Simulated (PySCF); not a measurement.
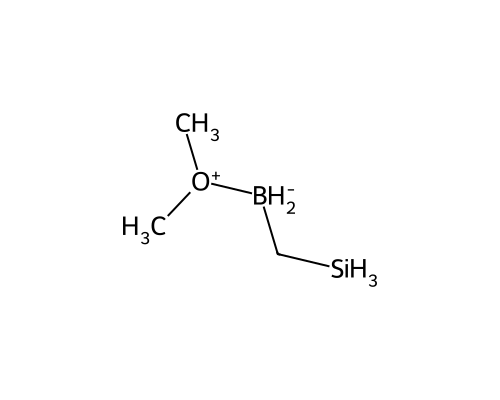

The picture comes from a calculation with PySCF.

Skeletal drawing of a molecule.

Question: Give its SMILES.

Answer: C[O+](C)[BH2-]C[SiH3]

Question: What is the molecular formula?

Answer: C3H13BOSi.
